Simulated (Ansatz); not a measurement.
## BSi2H6OF: geometry relaxation (part 2 of 2)

The same run, continued: BSi2H6OF, SMILES OB(F)[SiH2][SiH3]; RKS PBE0-D4/def2-TZVP (Ansatz 0.2.0). The geometry: PBE-D4/def2-SVP start.

Geometry of the input (Å):
```
O  -2.0782  0.8661  -0.1454
B  -1.1205  0.6399  -1.0808
F  -1.1297  1.3676  -2.2162
Si 0.3084  -0.7603  -0.6985
Si 1.2805  -0.2906  1.3925
H  -2.7078  1.5619  -0.4248
H  1.3647  -0.7849  -1.7723
H  -0.3180  -2.1312  -0.6216
H  0.2123  -0.2861  2.4536
H  1.9281  1.0695  1.3688
H  2.3257  -1.3088  1.7653
```

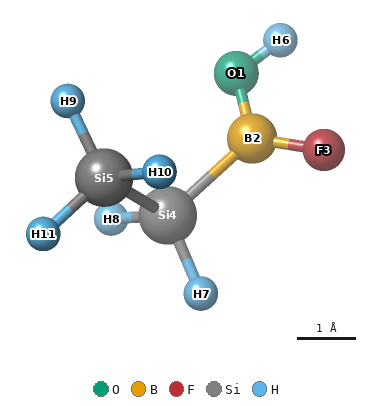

Fig. 1: The geometry at step 21 of the log (ball-and-stick view, seen at a tilt; atoms are numbered from 1 in the order of the input).

## Trajectory as extended XYZ, continued
```
11
Properties=species:S:1:pos:R:3:forces:R:3 step=10 energy=-21286.50836
O    -2.1974    0.7850   -0.2645    0.0670   0.0410  -0.0970
B    -1.1181    0.6596   -1.0666   -0.0324   0.0911  -0.0802
F    -0.9795    1.4928   -2.1092   -0.0495  -0.1100   0.1882
Si    0.2798   -0.7542   -0.6538   -0.0014  -0.0074  -0.0158
Si    1.3148   -0.2865    1.3929    0.0099  -0.0111   0.0076
H    -2.7961    1.4938   -0.5307    0.0197  -0.0259  -0.0021
H     1.3074   -0.8111   -1.7301   -0.0096  -0.0012   0.0062
H    -0.3733   -2.0904   -0.5533    0.0021   0.0121   0.0018
H     0.3074   -0.2886    2.4877    0.0050   0.0028  -0.0094
H     1.9670    1.0509    1.3512   -0.0057  -0.0017  -0.0029
H     2.3536   -1.3082    1.6969   -0.0052   0.0105   0.0035
11
Properties=species:S:1:pos:R:3:forces:R:3 step=11 energy=-21286.50920
O    -2.2033    0.7785   -0.2709    0.0251   0.0292  -0.0583
B    -1.1179    0.6600   -1.0638    0.0007   0.0768  -0.0524
F    -0.9695    1.5060   -2.0926   -0.0334  -0.0778   0.1229
Si    0.2779   -0.7568   -0.6541    0.0070  -0.0290  -0.0118
Si    1.3177   -0.2890    1.3901   -0.0032   0.0109   0.0131
H    -2.7978    1.4916   -0.5349    0.0183  -0.0253  -0.0007
H     1.3050   -0.8161   -1.7307   -0.0138  -0.0010   0.0005
H    -0.3780   -2.0914   -0.5511    0.0038   0.0110  -0.0017
H     0.3072   -0.2870    2.4820    0.0080   0.0015  -0.0034
H     1.9639    1.0512    1.3417   -0.0013  -0.0029   0.0016
H     2.3601   -1.3039    1.7048   -0.0113   0.0066  -0.0097
11
Properties=species:S:1:pos:R:3:forces:R:3 step=12 energy=-21286.51067
O    -2.2189    0.7509   -0.2909   -0.0100  -0.0004  -0.0093
B    -1.1061    0.6635   -1.0469    0.0086   0.0206  -0.0484
F    -0.9236    1.5534   -2.0297   -0.0027  -0.0250   0.0420
Si    0.2752   -0.7722   -0.6547   -0.0305   0.0064  -0.0119
Si    1.3184   -0.2832    1.3832    0.0179  -0.0075   0.0045
H    -2.8042    1.4721   -0.5522    0.0073  -0.0025   0.0067
H     1.2884   -0.8396   -1.7433    0.0030   0.0019   0.0123
H    -0.3955   -2.0985   -0.5476    0.0113   0.0087   0.0124
H     0.3095   -0.2727    2.4762    0.0015  -0.0025  -0.0049
H     1.9573    1.0600    1.3202   -0.0010  -0.0077  -0.0032
H     2.3650   -1.2906    1.7064   -0.0054   0.0081  -0.0002
11
Properties=species:S:1:pos:R:3:forces:R:3 step=13 energy=-21286.51112
O    -2.2541    0.7076   -0.3326    0.0920   0.0506  -0.1269
B    -1.0998    0.6662   -1.0334   -0.0304   0.1300  -0.0765
F    -0.8582    1.6258   -1.9419   -0.0623  -0.1746   0.1773
Si    0.2645   -0.7887   -0.6531   -0.0329   0.0227  -0.0143
Si    1.3234   -0.2780    1.3719    0.0159   0.0000   0.0019
H    -2.8168    1.4533   -0.5768    0.0083  -0.0281   0.0246
H     1.2711   -0.8675   -1.7470    0.0020  -0.0012   0.0090
H    -0.4143   -2.1090   -0.5280    0.0123   0.0128   0.0084
H     0.3183   -0.2584    2.4683    0.0032  -0.0020   0.0011
H     1.9552    1.0679    1.2896   -0.0028  -0.0138  -0.0025
H     2.3760   -1.2761    1.7035   -0.0053   0.0037  -0.0023
11
Properties=species:S:1:pos:R:3:forces:R:3 step=14 energy=-21286.51227
O    -2.2578    0.7097   -0.3392    0.0103   0.0307  -0.0443
B    -1.1051    0.6667   -1.0379    0.0206   0.0589  -0.0473
F    -0.8666    1.6196   -1.9494   -0.0240  -0.0783   0.0817
Si    0.2627   -0.7821   -0.6504   -0.0137   0.0029  -0.0044
Si    1.3259   -0.2799    1.3744    0.0061   0.0055  -0.0026
H    -2.8201    1.4559   -0.5811   -0.0023  -0.0201   0.0118
H     1.2736   -0.8608   -1.7401   -0.0013  -0.0015   0.0006
H    -0.4101   -2.1047   -0.5224    0.0043   0.0067   0.0015
H     0.3243   -0.2617    2.4739    0.0037   0.0008   0.0031
H     1.9628    1.0633    1.2941   -0.0003  -0.0060   0.0026
H     2.3757   -1.2830    1.6985   -0.0033   0.0004  -0.0026
11
Properties=species:S:1:pos:R:3:forces:R:3 step=15 energy=-21286.51209 accepted=F
O    -2.2709    0.6955   -0.3582    0.0170  -0.0121  -0.0012
B    -1.1055    0.6734   -1.0355    0.0336  -0.0053  -0.0289
F    -0.8541    1.6448   -1.9199   -0.0041  -0.0086   0.0192
Si    0.2608   -0.7794   -0.6525    0.0026  -0.0437   0.0270
Si    1.3313   -0.2755    1.3721   -0.0447  -0.0401  -0.0069
H    -2.8329    1.4446   -0.5882   -0.0167   0.0109  -0.0078
H     1.2760   -0.8842   -1.7372   -0.0191   0.0450   0.0008
H    -0.4155   -2.1008   -0.5233   -0.0041   0.0200   0.0206
H     0.3351   -0.2549    2.4774   -0.0007   0.0154  -0.0133
H     1.9688    1.0655    1.2849    0.0200   0.0070   0.0081
H     2.3723   -1.2859    1.7011    0.0162   0.0113  -0.0175
11
Properties=species:S:1:pos:R:3:forces:R:3 step=16 energy=-21286.51288
O    -2.2673    0.7023   -0.3538   -0.0077   0.0088  -0.0036
B    -1.1056    0.6701   -1.0367    0.0108  -0.0105  -0.0094
F    -0.8588    1.6300   -1.9345    0.0044   0.0007   0.0093
Si    0.2595   -0.7803   -0.6479    0.0013   0.0018   0.0059
Si    1.3298   -0.2793    1.3741   -0.0026  -0.0022  -0.0015
H    -2.8294    1.4491   -0.5927   -0.0089  -0.0044   0.0009
H     1.2703   -0.8630   -1.7376   -0.0037   0.0003  -0.0007
H    -0.4138   -2.1021   -0.5160    0.0010   0.0048   0.0010
H     0.3325   -0.2584    2.4776    0.0032   0.0003   0.0010
H     1.9712    1.0611    1.2939    0.0029   0.0022  -0.0011
H     2.3769   -1.2864    1.6942   -0.0006  -0.0017  -0.0018
11
Properties=species:S:1:pos:R:3:forces:R:3 step=17 energy=-21286.51382
O    -2.2993    0.6731   -0.4000    0.0639  -0.0062  -0.0459
B    -1.1075    0.6754   -1.0332   -0.0242   0.0106   0.0555
F    -0.8221    1.6765   -1.8728   -0.0180  -0.0125   0.0098
Si    0.2513   -0.7791   -0.6407    0.0029  -0.0219   0.0056
Si    1.3406   -0.2779    1.3725   -0.0196   0.0007  -0.0111
H    -2.8545    1.4283   -0.6263   -0.0165   0.0137  -0.0097
H     1.2573   -0.8759   -1.7340   -0.0030   0.0079   0.0016
H    -0.4266   -2.0969   -0.4972   -0.0029  -0.0007   0.0000
H     0.3549   -0.2465    2.4867    0.0038   0.0026  -0.0067
H     1.9888    1.0578    1.2785    0.0105   0.0080   0.0060
H     2.3827   -1.2916    1.6870    0.0032  -0.0022  -0.0051
11
Properties=species:S:1:pos:R:3:forces:R:3 step=18 energy=-21286.51124 accepted=F
O    -2.3533    0.6279   -0.4781    0.4134   0.0810  -0.1927
B    -1.1077    0.6894   -1.0149   -0.2508   0.1007  -0.0142
F    -0.7669    1.7439   -1.7751   -0.1511  -0.2159   0.2130
Si    0.2353   -0.7784   -0.6226    0.0280   0.0149   0.0100
Si    1.3618   -0.2718    1.3697   -0.0305  -0.0389  -0.0022
H    -2.9020    1.3898   -0.6976   -0.0169   0.0235  -0.0145
H     1.2336   -0.8891   -1.7221   -0.0097   0.0126  -0.0027
H    -0.4521   -2.0894   -0.4687   -0.0035   0.0013   0.0115
H     0.3950   -0.2265    2.5007    0.0129   0.0088  -0.0106
H     2.0313    1.0523    1.2644    0.0010   0.0049  -0.0042
H     2.3905   -1.3051    1.6648    0.0072   0.0070   0.0067
11
Properties=species:S:1:pos:R:3:forces:R:3 step=19 energy=-21286.48856 accepted=F
O    -2.3094    0.6637   -0.4151   -0.2416   0.2173   0.0941
B    -1.0884    0.6848   -0.9773   -0.0524  -0.2355  -0.4090
F    -0.7896    1.6721   -1.8301    0.0538   0.0748   0.1100
Si    0.2386   -0.8060   -0.6189    0.0075   0.3136  -0.0844
Si    1.3426   -0.2515    1.3587    0.1711  -0.1827   0.1266
H    -2.8694    1.4064   -0.6861    0.1199  -0.1421   0.0764
H     1.2291   -0.8538   -1.7284    0.0080  -0.0540  -0.0080
H    -0.4463   -2.1223   -0.5043    0.0296   0.0202   0.0669
H     0.3627   -0.2289    2.4747   -0.0171   0.0144   0.0500
H     2.0283    1.0735    1.3061   -0.0949  -0.0699  -0.0991
H     2.3672   -1.2949    1.6412    0.0161   0.0439   0.0765
11
Properties=species:S:1:pos:R:3:forces:R:3 step=20 energy=-21286.51440
O    -2.3107    0.6642   -0.4171    0.0173  -0.0052  -0.0162
B    -1.1073    0.6759   -1.0252   -0.0202   0.0313   0.0049
F    -0.8095    1.6897   -1.8457   -0.0035  -0.0108   0.0093
Si    0.2464   -0.7805   -0.6363    0.0241  -0.0317   0.0085
Si    1.3441   -0.2768    1.3706   -0.0039   0.0009  -0.0026
H    -2.8611    1.4222   -0.6466   -0.0145   0.0074  -0.0018
H     1.2496   -0.8757   -1.7322   -0.0021   0.0045  -0.0012
H    -0.4307   -2.0983   -0.4907   -0.0036   0.0010   0.0010
H     0.3630   -0.2415    2.4884    0.0020   0.0016  -0.0019
H     1.9965    1.0572    1.2740    0.0039   0.0008   0.0017
H     2.3851   -1.2932    1.6813    0.0005   0.0001  -0.0018
11
Properties=species:S:1:pos:R:3:forces:R:3 step=21 energy=-21286.51504
O    -2.3384    0.6423   -0.4588    0.0711   0.0158  -0.0478
B    -1.1090    0.6797   -1.0144   -0.0599   0.0641  -0.0164
F    -0.7809    1.7235   -1.7871   -0.0268  -0.0596   0.0523
Si    0.2380   -0.7828   -0.6272    0.0232  -0.0134   0.0059
Si    1.3539   -0.2749    1.3681    0.0085  -0.0019   0.0058
H    -2.8813    1.4065   -0.6870   -0.0091  -0.0010   0.0047
H     1.2350   -0.8791   -1.7286   -0.0013  -0.0016  -0.0022
H    -0.4417   -2.0983   -0.4749   -0.0013   0.0007   0.0010
H     0.3833   -0.2301    2.4947    0.0008   0.0003  -0.0008
H     2.0159    1.0542    1.2644   -0.0038  -0.0054  -0.0050
H     2.3906   -1.2981    1.6713   -0.0015   0.0018   0.0025
11
Properties=species:S:1:pos:R:3:forces:R:3 step=22 energy=-21286.51527
O    -2.3492    0.6351   -0.4757    0.0754   0.0256  -0.0451
B    -1.1105    0.6823   -1.0095   -0.0553   0.0575  -0.0313
F    -0.7727    1.7357   -1.7655   -0.0294  -0.0679   0.0628
Si    0.2353   -0.7830   -0.6230    0.0154  -0.0036   0.0052
Si    1.3592   -0.2755    1.3678    0.0066  -0.0002   0.0052
H    -2.8896    1.4013   -0.7036   -0.0049  -0.0082   0.0064
H     1.2296   -0.8803   -1.7268   -0.0019  -0.0018  -0.0045
H    -0.4457   -2.0975   -0.4690   -0.0010   0.0014   0.0007
H     0.3910   -0.2272    2.4962    0.0019   0.0016   0.0029
H     2.0232    1.0522    1.2595   -0.0042  -0.0060  -0.0033
H     2.3947   -1.3001    1.6702   -0.0026   0.0017   0.0012
11
Properties=species:S:1:pos:R:3:forces:R:3 step=23 energy=-21286.51556
O    -2.3633    0.6223   -0.5019    0.0655   0.0351  -0.0500
B    -1.1126    0.6834   -1.0051   -0.0181   0.0623  -0.0165
F    -0.7575    1.7560   -1.7263   -0.0409  -0.0866   0.0632
Si    0.2322   -0.7855   -0.6182   -0.0167   0.0158  -0.0127
Si    1.3648   -0.2742    1.3666    0.0074  -0.0030   0.0040
H    -2.8990    1.3940   -0.7237    0.0013  -0.0186   0.0080
H     1.2208   -0.8849   -1.7270    0.0028  -0.0028  -0.0011
H    -0.4521   -2.0981   -0.4622    0.0042   0.0007   0.0045
H     0.4016   -0.2196    2.4990    0.0002   0.0014   0.0029
H     2.0323    1.0510    1.2514   -0.0045  -0.0056  -0.0046
H     2.3981   -1.3012    1.6681   -0.0012   0.0011   0.0022
11
Properties=species:S:1:pos:R:3:forces:R:3 step=24 energy=-21286.51576
O    -2.3713    0.6160   -0.5178    0.0499   0.0350  -0.0318
B    -1.1137    0.6865   -1.0002   -0.0075   0.0574  -0.0437
F    -0.7522    1.7669   -1.7067   -0.0362  -0.0855   0.0680
Si    0.2298   -0.7842   -0.6151   -0.0105   0.0074  -0.0010
Si    1.3692   -0.2759    1.3666    0.0038   0.0035  -0.0007
H    -2.9062    1.3883   -0.7392    0.0013  -0.0183   0.0074
H     1.2161   -0.8859   -1.7259    0.0006  -0.0004  -0.0016
H    -0.4548   -2.0961   -0.4557    0.0003   0.0017  -0.0006
H     0.4090   -0.2169    2.5013    0.0007   0.0020   0.0034
H     2.0379    1.0480    1.2452   -0.0004  -0.0026   0.0012
H     2.4016   -1.3037    1.6681   -0.0020  -0.0001  -0.0006
11
Properties=species:S:1:pos:R:3:forces:R:3 step=25 energy=-21286.51604
O    -2.3822    0.6039   -0.5425    0.0121   0.0152  -0.0128
B    -1.1158    0.6868   -0.9963    0.0216   0.0743  -0.0373
F    -0.7422    1.7840   -1.6694   -0.0288  -0.0775   0.0489
Si    0.2252   -0.7846   -0.6116    0.0027  -0.0041  -0.0039
Si    1.3739   -0.2743    1.3646   -0.0044  -0.0017   0.0058
H    -2.9140    1.3799   -0.7572   -0.0044  -0.0092   0.0031
H     1.2109   -0.8884   -1.7230   -0.0022   0.0004  -0.0027
H    -0.4603   -2.0958   -0.4509    0.0024   0.0011   0.0023
H     0.4192   -0.2062    2.5037    0.0007   0.0018   0.0009
H     2.0497    1.0451    1.2371    0.0007   0.0008  -0.0024
H     2.4011   -1.3073    1.6660   -0.0003  -0.0010  -0.0018
11
Properties=species:S:1:pos:R:3:forces:R:3 step=26 energy=-21286.51607
O    -2.3908    0.5921   -0.5651    0.0094   0.0064  -0.0039
B    -1.1156    0.6890   -0.9902    0.0126   0.0690  -0.0453
F    -0.7332    1.7998   -1.6352   -0.0253  -0.0698   0.0441
Si    0.2235   -0.7838   -0.6089   -0.0081  -0.0070   0.0076
Si    1.3758   -0.2731    1.3655    0.0146  -0.0050  -0.0104
H    -2.9221    1.3690   -0.7766   -0.0088   0.0017   0.0010
H     1.2027   -0.8892   -1.7261    0.0055   0.0021   0.0094
H    -0.4622   -2.0943   -0.4441   -0.0008   0.0004  -0.0020
H     0.4295   -0.1934    2.5112   -0.0028  -0.0019  -0.0115
H     2.0609    1.0405    1.2279    0.0021   0.0022   0.0035
H     2.3970   -1.3134    1.6622    0.0017   0.0020   0.0075
11
Properties=species:S:1:pos:R:3:forces:R:3 step=27 energy=-21286.51623
O    -2.3973    0.5875   -0.5768    0.0203   0.0021  -0.0068
B    -1.1177    0.6903   -0.9876    0.0032   0.0674  -0.0334
F    -0.7302    1.8074   -1.6180   -0.0245  -0.0660   0.0388
Si    0.2202   -0.7834   -0.6061    0.0154  -0.0112   0.0050
Si    1.3813   -0.2740    1.3636   -0.0069   0.0010  -0.0016
H    -2.9281    1.3650   -0.7871   -0.0091   0.0050   0.0000
H     1.2009   -0.8885   -1.7222   -0.0022   0.0001   0.0003
H    -0.4650   -2.0940   -0.4411   -0.0010   0.0009  -0.0014
H     0.4325   -0.1891    2.5070    0.0049  -0.0004  -0.0032
H     2.0693    1.0379    1.2239    0.0015   0.0001   0.0014
H     2.3994   -1.3159    1.6651   -0.0015   0.0008   0.0010
11
Properties=species:S:1:pos:R:3:forces:R:3 step=28 energy=-21286.51629
O    -2.3973    0.5872   -0.5774   -0.0032   0.0011  -0.0015
B    -1.1181    0.6903   -0.9877    0.0195   0.0434  -0.0205
F    -0.7303    1.8074   -1.6163   -0.0147  -0.0403   0.0219
Si    0.2204   -0.7837   -0.6062    0.0089  -0.0066   0.0005
Si    1.3816   -0.2738    1.3631   -0.0047   0.0015   0.0017
H    -2.9284    1.3649   -0.7870   -0.0065   0.0015   0.0008
H     1.2007   -0.8887   -1.7226   -0.0012  -0.0001  -0.0005
H    -0.4653   -2.0942   -0.4418    0.0003   0.0001   0.0001
H     0.4325   -0.1882    2.5060    0.0025   0.0003  -0.0013
H     2.0704    1.0377    1.2239    0.0003  -0.0006  -0.0004
H     2.3992   -1.3158    1.6665   -0.0012  -0.0002  -0.0009
11
Properties=species:S:1:pos:R:3:forces:R:3 step=29 energy=-21286.51633
O    -2.3982    0.5855   -0.5810   -0.0007   0.0015   0.0067
B    -1.1176    0.6916   -0.9868    0.0038  -0.0073  -0.0076
F    -0.7289    1.8091   -1.6114   -0.0010   0.0024   0.0037
Si    0.2209   -0.7840   -0.6064   -0.0024   0.0007  -0.0015
Si    1.3814   -0.2733    1.3628    0.0026  -0.0025  -0.0030
H    -2.9306    1.3634   -0.7867    0.0000  -0.0002  -0.0039
H     1.2008   -0.8897   -1.7231   -0.0019   0.0015   0.0017
H    -0.4648   -2.0944   -0.4414    0.0001   0.0019  -0.0002
H     0.4328   -0.1853    2.5054   -0.0027   0.0010   0.0032
H     2.0724    1.0368    1.2223    0.0010   0.0019  -0.0002
H     2.3972   -1.3166    1.6669    0.0011  -0.0009   0.0012
11
Properties=species:S:1:pos:R:3:forces:R:3 step=30 energy=-21286.51635
O    -2.3989    0.5846   -0.5814    0.0017  -0.0019   0.0004
B    -1.1180    0.6913   -0.9866   -0.0039   0.0020   0.0009
F    -0.7299    1.8101   -1.6093    0.0014   0.0002  -0.0002
Si    0.2209   -0.7834   -0.6061   -0.0007   0.0000  -0.0008
Si    1.3822   -0.2736    1.3629    0.0005   0.0003   0.0004
H    -2.9317    1.3616   -0.7892    0.0005   0.0002  -0.0007
H     1.2005   -0.8878   -1.7230    0.0003  -0.0001  -0.0002
H    -0.4649   -2.0938   -0.4421    0.0003  -0.0005   0.0002
H     0.4335   -0.1823    2.5056    0.0001   0.0001  -0.0001
H     2.0760    1.0350    1.2212    0.0001   0.0001  -0.0001
H     2.3959   -1.3187    1.6684   -0.0003  -0.0003   0.0002
11
Properties=species:S:1:pos:R:3:forces:R:3 step=31 energy=-21286.51635
O    -2.4006    0.5826   -0.5851    0.0035  -0.0019  -0.0008
B    -1.1184    0.6918   -0.9856   -0.0054   0.0007   0.0018
F    -0.7290    1.8127   -1.6034    0.0009   0.0005  -0.0005
Si    0.2204   -0.7832   -0.6055    0.0007   0.0003  -0.0001
Si    1.3831   -0.2736    1.3627   -0.0002   0.0004   0.0010
H    -2.9335    1.3597   -0.7926    0.0004   0.0010  -0.0003
H     1.1996   -0.8875   -1.7228    0.0001  -0.0002  -0.0005
H    -0.4653   -2.0936   -0.4414    0.0000  -0.0005   0.0002
H     0.4350   -0.1797    2.5055    0.0005   0.0002  -0.0005
H     2.0790    1.0338    1.2197   -0.0003  -0.0006  -0.0002
H     2.3951   -1.3201    1.6689   -0.0004   0.0000  -0.0001
11
Properties=species:S:1:pos:R:3:forces:R:3 step=32 energy=-21286.51635
O    -2.4030    0.5797   -0.5907    0.0037  -0.0006  -0.0018
B    -1.1190    0.6922   -0.9842   -0.0033  -0.0010   0.0036
F    -0.7274    1.8167   -1.5944   -0.0008   0.0001  -0.0007
Si    0.2198   -0.7830   -0.6048    0.0008  -0.0002   0.0000
Si    1.3843   -0.2735    1.3624   -0.0003   0.0015  -0.0001
H    -2.9358    1.3571   -0.7969    0.0003   0.0012  -0.0003
H     1.1982   -0.8873   -1.7229    0.0001  -0.0001  -0.0001
H    -0.4656   -2.0935   -0.4402   -0.0004  -0.0002  -0.0004
H     0.4369   -0.1758    2.5055    0.0006   0.0000  -0.0005
H     2.0830    1.0322    1.2170   -0.0001  -0.0009   0.0005
H     2.3941   -1.3219    1.6698   -0.0005   0.0003  -0.0003
```

## Results in brief

```json
{"quantity": "outcome", "value": "converged"}
{"quantity": "total energy", "value": "−21286.5164 eV"}
{"quantity": "mean-field energy", "value": "−21286.3229 eV"}
{"quantity": "dispersion energy", "value": "−0.1935 eV"}
{"quantity": "SCF solution under orbital rotations", "value": "stable"}
{"quantity": "largest force (length of the vector) at the end", "value": "0.005 eV/Å"}
{"quantity": "dipole moment", "value": "1.26 D"}
{"quantity": "hardware", "value": "4 threads of Intel Xeon, 163 GiB of memory available, shared host"}
{"quantity": "wall time", "value": "89 s (CPU time 5.3 min)"}
{"quantity": "peak memory", "value": "0.57 GiB"}
```
